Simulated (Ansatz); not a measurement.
## Os(0001) with 2 thermally displaced layers, 2x2: scattering by thermal displacements

Aim: the resistivity of Os at 800 K from frozen thermal displacements between perfect leads.

Main program and level: Ansatz 0.2.0; Ansatz plane-wave DFT, PBE, PAW files; ballistic transport by layer matching (Landauer), zero bias; PAW set soft_1.

### 1. Set-up

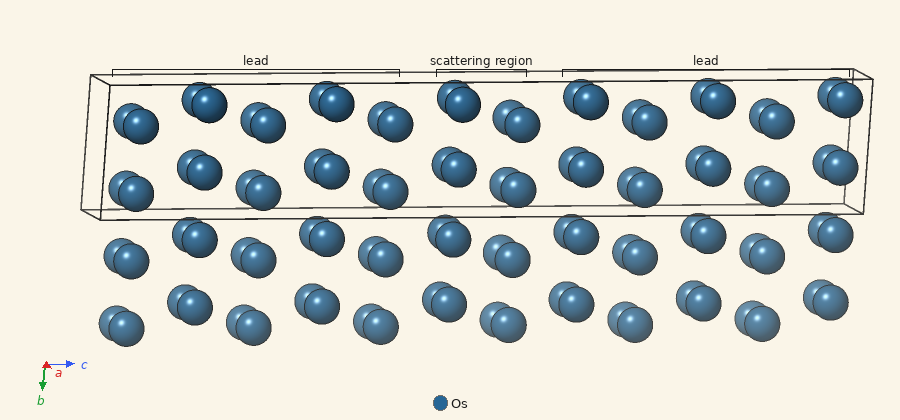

The cell as given, from the side, with the c axis across the page (osmium blue). 1×2×1 cells are drawn.

The cell holds 48 atoms: 48 Os. Cell: a = 5.468 Å, b = 5.468 Å, c = 25.918 Å, α = 90.0°, β = 90.0°, γ = 120.0°. It derives from Os. Regions: lead, 40 atoms (40 Os); scattering region, 8 atoms (8 Os). The structure is stacked along c, and the current runs across the ab planes.

### 2. With 2 displaced layers

Each atom of 2 layers is moved at random, by amounts drawn from a normal law 0.0497 Å wide in each direction from the Debye model (500 K) at 800 K. The layers about the cell's end stay perfect and serve as the lead. Disorder leaves little or no symmetry, which makes such runs dear. Energies from -0.05 to 0.05 eV in steps of 0.05 eV are too few for the program's thermal sum, so it prints no conductance; for a metal the transmission near the Fermi level serves, at a fraction of the cost.

Contents of input.yaml:

```yaml
crystal:
  lattice:
    - [5.4682, 0.0, 0.0]
    - [-2.7341, 4.735600113, 0.0]
    - [0.0, 0.0, 25.9182]
  atoms:
    - { symbol: Os, position: [0.1666666667, 0.3333333333, 0.0416666667] }
    - { symbol: Os, position: [0.1666666667, 0.8333333333, 0.0416666667] }
    - { symbol: Os, position: [0.6666666667, 0.3333333333, 0.0416666667] }
    - { symbol: Os, position: [0.6666666667, 0.8333333333, 0.0416666667] }
    - { symbol: Os, position: [0.3333333333, 0.1666666667, 0.125] }
    - { symbol: Os, position: [0.3333333333, 0.6666666667, 0.125] }
    - { symbol: Os, position: [0.8333333333, 0.1666666667, 0.125] }
    - { symbol: Os, position: [0.8333333333, 0.6666666667, 0.125] }
    - { symbol: Os, position: [0.1666666667, 0.3333333333, 0.2083333333] }
    - { symbol: Os, position: [0.1666666667, 0.8333333333, 0.2083333333] }
    - { symbol: Os, position: [0.6666666667, 0.3333333333, 0.2083333333] }
    - { symbol: Os, position: [0.6666666667, 0.8333333333, 0.2083333333] }
    - { symbol: Os, position: [0.3333333333, 0.1666666667, 0.2916666667] }
    - { symbol: Os, position: [0.3333333333, 0.6666666667, 0.2916666667] }
    - { symbol: Os, position: [0.8333333333, 0.1666666667, 0.2916666667] }
    - { symbol: Os, position: [0.8333333333, 0.6666666667, 0.2916666667] }
    - { symbol: Os, position: [0.1666666667, 0.3333333333, 0.375] }
    - { symbol: Os, position: [0.1666666667, 0.8333333333, 0.375] }
    - { symbol: Os, position: [0.6666666667, 0.3333333333, 0.375] }
    - { symbol: Os, position: [0.6666666667, 0.8333333333, 0.375] }
    - { symbol: Os, position: [0.3337832633, 0.1652790042, 0.4595624749] }
    - { symbol: Os, position: [0.3314742017, 0.6610398619, 0.4590273305] }
    - { symbol: Os, position: [0.8501699401, 0.1766150415, 0.4569826781] }
    - { symbol: Os, position: [0.818548346, 0.6601196361, 0.4584126489] }
    - { symbol: Os, position: [0.1443668638, 0.3310350911, 0.5392754319] }
    - { symbol: Os, position: [0.1571467532, 0.8276163011, 0.5410596025] }
    - { symbol: Os, position: [0.6758866582, 0.344284154, 0.5414199744] }
    - { symbol: Os, position: [0.675603627, 0.8263459624, 0.5423413081] }
    - { symbol: Os, position: [0.3333333333, 0.1666666667, 0.625] }
    - { symbol: Os, position: [0.3333333333, 0.6666666667, 0.625] }
    - { symbol: Os, position: [0.8333333333, 0.1666666667, 0.625] }
    - { symbol: Os, position: [0.8333333333, 0.6666666667, 0.625] }
    - { symbol: Os, position: [0.1666666667, 0.3333333333, 0.7083333333] }
    - { symbol: Os, position: [0.1666666667, 0.8333333333, 0.7083333333] }
    - { symbol: Os, position: [0.6666666667, 0.3333333333, 0.7083333333] }
    - { symbol: Os, position: [0.6666666667, 0.8333333333, 0.7083333333] }
    - { symbol: Os, position: [0.3333333333, 0.1666666667, 0.7916666667] }
    - { symbol: Os, position: [0.3333333333, 0.6666666667, 0.7916666667] }
    - { symbol: Os, position: [0.8333333333, 0.1666666667, 0.7916666667] }
    - { symbol: Os, position: [0.8333333333, 0.6666666667, 0.7916666667] }
    - { symbol: Os, position: [0.1666666667, 0.3333333333, 0.875] }
    - { symbol: Os, position: [0.1666666667, 0.8333333333, 0.875] }
    - { symbol: Os, position: [0.6666666667, 0.3333333333, 0.875] }
    - { symbol: Os, position: [0.6666666667, 0.8333333333, 0.875] }
    - { symbol: Os, position: [0.3333333333, 0.1666666667, 0.9583333333] }
    - { symbol: Os, position: [0.3333333333, 0.6666666667, 0.9583333333] }
    - { symbol: Os, position: [0.8333333333, 0.1666666667, 0.9583333333] }
    - { symbol: Os, position: [0.8333333333, 0.6666666667, 0.9583333333] }
kpoints:
  mp_grid: { grid: [5, 5, 1] }
hamiltonian:
  xc: pbe
  pseudopotentials: { kind: paw, azcp: { folder: soft_1 } }
scf:
  occupations: { method: fermi_dirac, width: 0.1 }
output:
  transmission:
    leads: [[0, 8]]
    kmesh: [10, 10]
    e_range: [-0.05, 0.05]
    de: 0.05
  write_potential: true
  write_density: true
  volumetric_format: npy
  elf: true
```

The run is started by

```bash
ansatz run input.yaml --threads 4 --pin off --max-ram 15360MiB --backend cpu --events-out ev --progress --plain --runs-dir out
```

Numbers of over 12 decimals in the logs are rounded to 6 here.

Log:

```text
Engine: ansatz 0.2.0, x86_64-unknown-linux-gnu
Pseudopotentials: kind: paw
Pseudopotential: Os, paw, valence charge 16, recommended cutoff 420 eV (normal), soft_1/Os.paw.azcp
Functional definition: PBE
  parameter kappa = 0.804
  parameter beta = 0.066725
  exchange = pbe_x(kappa = kappa, mu = beta*pi^2/3)
  correlation = pbe_c(beta = beta)
Crystal: 48 atoms, lattice volume = 671.157 Å³
Basis set: ecut = 420 eV, 13017 PW (Γ)
Bands: 461, of which v1, the nominal top of the filled ones, is band 384 counted from 1 (383 counted from 0)
Symmetry: 1 space group operations
Space group: P1 (ITA 1), of the structure as read, at distance tolerance 8.8e-5 Å
k-points: 13 of 25 (time reversal used)
Non-local potential: Os, projectors of the file, l = 0: 3, l = 1: 2, l = 2: 2, l = 3: 1
PAW form: soft (Blöchl's): semilocal exchange-correlation on the pseudo side does not see the compensation charge
PAW one-centre angular grid: Os, 590 points (default); XC on 64 Gauss nodes
Initial density: superposition of atomic densities (chi_scale 0.1, normalization cell)
Initial wavefunctions: pseudopotential atomic-orbital guess
Functional: x = pbe(κ = 0.804, μ = 0.219515), c = pbe(β = 0.066725)
SCF iter   1: F=—  HF=-546530.591146 eV  |F-HF|=—  |Δ(HF+E_count)|=         —  Δρ=6.02e-2  dr2=2.07e1  ethr=3.10e-3  ⟨swp⟩=5.5  Hψ=19576  notcnv=0  defer=21
preconditioner: auto → Kerker (q_TF=auto, 2.790 Å⁻¹)  [metal: Δε(μ)=0.069 eV  Ē_g=6.266 eV  σ=0.100 eV  W_gap=0.17  n_scr=268 (ndim 8)  ℏωp=28.1 eV  f_vac=0.000  D(μ)=31.24/eV (n_scr^D=292)]
SCF iter   2: F=—  HF=-546525.131705 eV  |F-HF|=—  |Δ(HF+E_count)|=    5.46e0  Δρ=3.31e-2  dr2=5.89e0  ethr=2.70e-3  ⟨swp⟩=3.0  Hψ=10092  notcnv=0  defer=78
SCF iter   3: F=—  HF=-546523.382415 eV  |F-HF|=—  |Δ(HF+E_count)|=    1.75e0  Δρ=3.71e-3  dr2=3.74e-2  ethr=7.67e-4  ⟨swp⟩=2.0  Hψ=9222  notcnv=0  defer=78
SCF iter   4: F=—  HF=-546523.383811 eV  |F-HF|=—  |Δ(HF+E_count)|=   1.40e-3  Δρ=4.29e-4  dr2=1.02e-3  ethr=4.87e-6  ⟨swp⟩=2.5  Hψ=11289  notcnv=0  defer=66
SCF iter   5: F=—  HF=-546523.383799 eV  |F-HF|=—  |Δ(HF+E_count)|=   1.21e-5  Δρ=9.08e-5  dr2=5.49e-5  ethr=1.32e-7  ⟨swp⟩=2.5  Hψ=11662  notcnv=0  defer=66
SCF iter   6: F=—  HF=-546523.385084 eV  |F-HF|=—  |Δ(HF+E_count)|=   1.28e-3  Δρ=1.34e-5  dr2=3.01e-6  ethr=7.15e-9  ⟨swp⟩=2.0  Hψ=8423  notcnv=0  defer=66
SCF iter   7: F=—  HF=-546523.385084 eV  |F-HF|=—  |Δ(HF+E_count)|=   3.03e-7  Δρ=2.31e-6  dr2=1.92e-7  ethr=3.91e-10  ⟨swp⟩=2.0  Hψ=8384  notcnv=0  defer=66
SCF iter   8: F=-546523.385084 eV  HF=-546523.385084 eV  |F-HF|=1.01e-8  |Δ(HF+E_count)|=   7.33e-9  Δρ=5.59e-7  dr2=1.12e-8  ethr=1.30e-11  ⟨swp⟩=6.9  Hψ=12385  notcnv=0
SCF 1 converged in 8 iterations: F = -546523.385084 eV  dr2 = 1.12e-8
  greatest PAW one-centre occupation: 1.000 electrons in one spin orbital (limit 2), on the Os atom at site 24 (counted from 0), in its partial waves of l = 0
transmission: 251 of 2496 steps passed
transmission: 500 of 2496 steps passed
[...]
transmission: 2496 of 2496 steps passed
SCF converged after 8 iterations
Free energy (F): -546523.385084 eV
Harris-Foulkes:  -546523.385084 eV  (|F-HF|=1.01e-8)
Internal energy: -546522.288602 eV  (E = F + TS)
E sigma→0 (E₀):  -546522.836843 eV
Entropy (-TS):   -1.096481 eV (-22.843 meV/atom)
Fermi energy:    26.054451 eV
--- Per-component energies (eV) ---
  E_band       = -3114.465696
  E_kinetic    = 23641.852316
  E_local      = -43767.408105  (includes V_loc(G=0)·N_el)
  E_nonlocal   = 9411.450000
  E_hartree    = 15712.366320
  E_xc         = -11239.996540
  E_vxc        = -11838.680981  (∫ρ·V_xc dr)
  E_paw        = -434264.362458  (= ΣΔE_a)
  E_vpaw       = -11986.433922  (= ΣTr[D̂ρ^β])
  E_aug_tail   = 0.021135  (compensation charges beyond the density's cutoff)
  E_ewald      = -106016.211271
  E_smearing   = -1.096481  (= −TS)
  E_closure    = -0.000000  (closes the sum)
  Σ components = -546523.385084   (vs F -546523.385084, Δ=0.00e0)
--- Band table (eV; the first three rows and the last of 13) ---
  k-point 0: bands = [... 380 lower, 26.7171, 26.7257, 26.7261, 26.7404, 26.7529, 26.9242, 26.9364, 26.9449, ... 73 higher]
  k-point 1: bands = [... 380 lower, 26.1748, 26.1880, 26.2157, 26.2326, 26.2611, 26.8643, 26.8824, 27.0822, ... 73 higher]
  k-point 2: bands = [... 380 lower, 25.6766, 25.7813, 25.8056, 25.8616, 25.9332, 25.9573, 26.0392, 26.1493, ... 73 higher]
  k-point 12: bands = [... 380 lower, 25.7953, 25.8598, 25.8935, 26.0934, 26.1251, 26.1582, 26.1767, 26.1852, ... 73 higher]
--- Transmission ---
  basis      : 223 plane waves across, 48 finite elements along
  points     : 52, standing for a mesh of 10 x 10
  energies   : 3 from -0.050000 to 0.050000 eV about the Fermi level, 0.050000 eV apart; the leads are filled to 0.000000 eV, and channels, transmission and decay are at 0.000000 eV
  crystal 0  : Os8, at the sites [0, 8], period 4.3197 Å, over 21.60 Å; its Hamiltonian steps by up to 2.4 meV
    offset         : up to 0.0000 Å between an atom of the period and one for which it stands
    channels       : 4.390000e0 a spin
    conductance    : none, the energies end too early or step too widely for 300 K: set another output.transmission.e_range or a lower de, or, where they end at an eighth of basis.ecutwfc, a higher one
  junction   : crystal 0 to crystal 0, 0.70 to 22.30 Å
    transmission   : 4.116774e0 a spin
    conductance    : none, the energies end too early or step too widely for 300 K: set another output.transmission.e_range or a lower de, or, where they end at an eighth of basis.ecutwfc, a higher one
```

The job ended after 8.1 min (4 threads of Intel Xeon Platinum 8375C at 2.90GHz (Ice Lake), shared host; peak memory 6.7 GiB; 28 min of CPU time).

This step gave:

- free energy: -546523.3851 eV
- energy at zero smearing: -546522.8368 eV
- Fermi energy: 26.05 eV
- cell area: 25.90 Å²
- transmission per spin nearest the Fermi level: 4.117
- open channels per spin nearest the Fermi level: 4.39
- step of the lead's potential: 2.4 meV

Per spin. The transmission, zone mean by energy, zero at the Fermi level:

```csv
energy (eV),"transmission, zone mean"
-0.0500,4.45
0.0000,4.12
0.0500,4.28
```

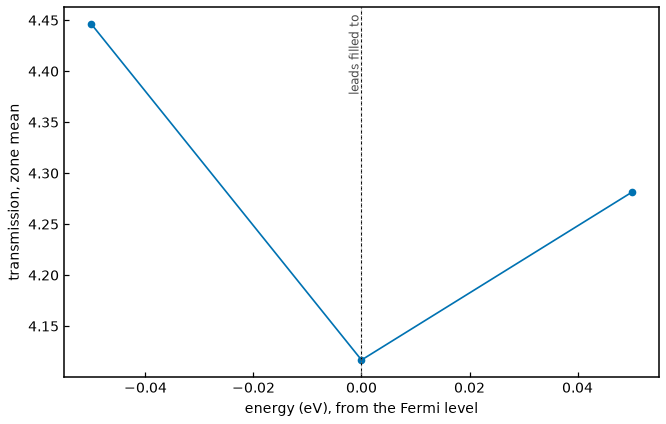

Transmission, zone mean, plotted against energy.

Per spin. Open channels, zone mean, lead against energy, zero at the Fermi level:

| energy (eV) | open channels, zone mean, lead |
| --- | --- |
| -0.0500 | 4.74 |
| 0.0000 | 4.39 |
| 0.0500 | 4.55 |

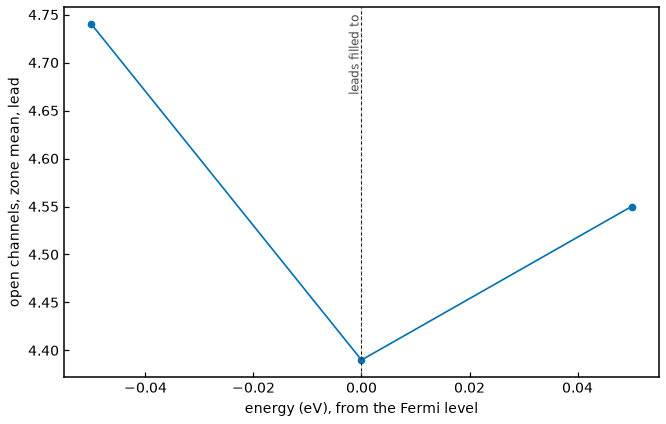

Open channels, zone mean, lead against energy.

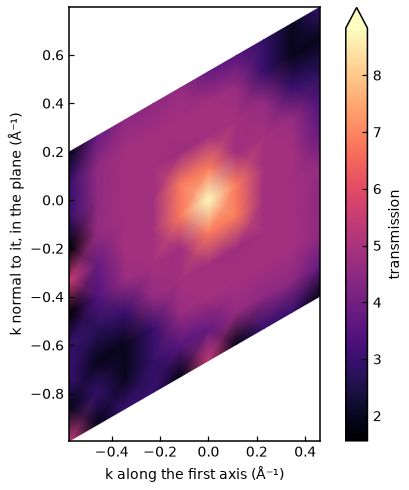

Transmission over k1 and k2. At 0.0000 eV from the Fermi level.

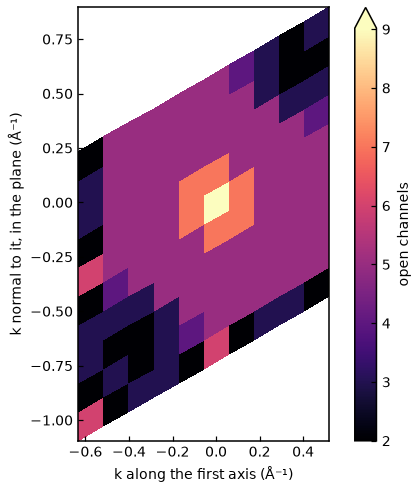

Open channels over k1 and k2. At 0.0000 eV from the Fermi level.

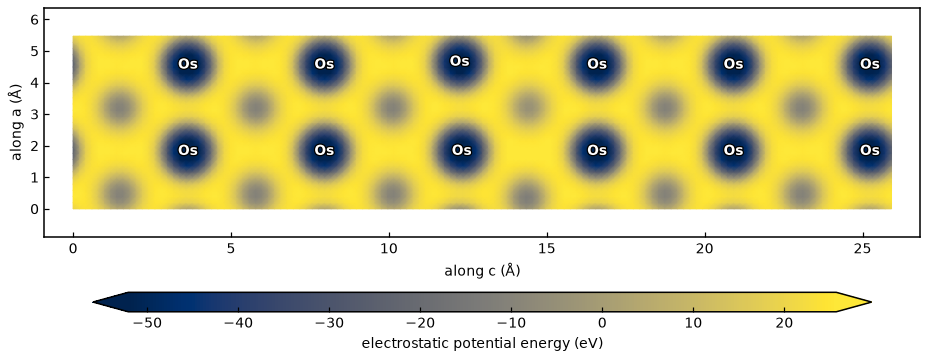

Electrostatic potential energy in the ca plane at fractional y = 0.165, with atoms of Os within 0.2 Å of it. With pseudopotentials it is smooth inside the atoms' cores, unlike the true potential.

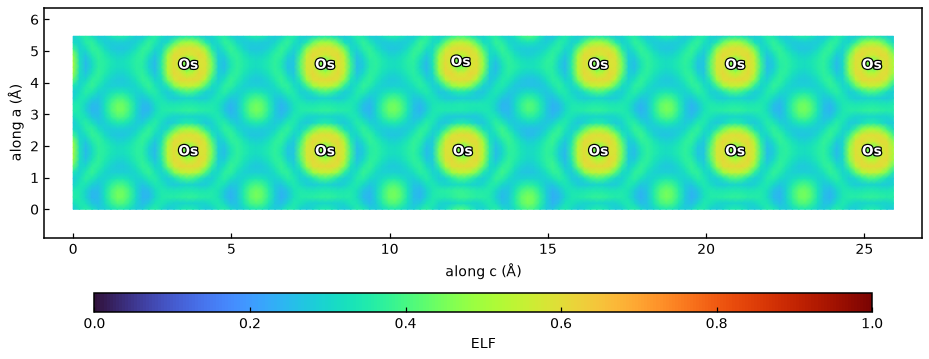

ELF in the ca plane at fractional y = 0.165, with atoms of Os within 0.2 Å of it. It is the smooth field of the valence electrons, not physical close to the nuclei.

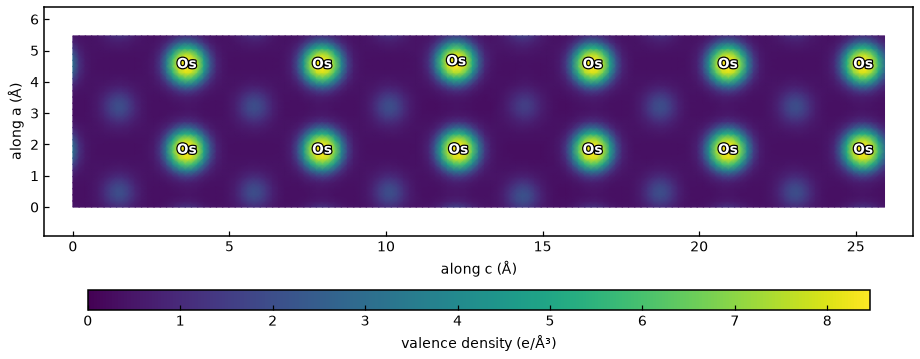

Valence density in the ca plane at fractional y = 0.165, with atoms of Os within 0.2 Å of it. It is the smooth field of the valence electrons, not physical close to the nuclei.

Over the solved energies the transmission per spin lies between 4.12 and 4.45, out of 4.56 channels of the lead on average (up to 4.74).

(Part 1 of 2 ends here.)

[Logs are printed without paths, hosts, clocks, repeated set-up lines and the standing remarks that a program may print on its own settings, such as how far it seeks lower states.]

[Hosts, paths, dates, database ids (printed as entryN), source tags and the programs' standing remarks are cut or masked in the printed files.]
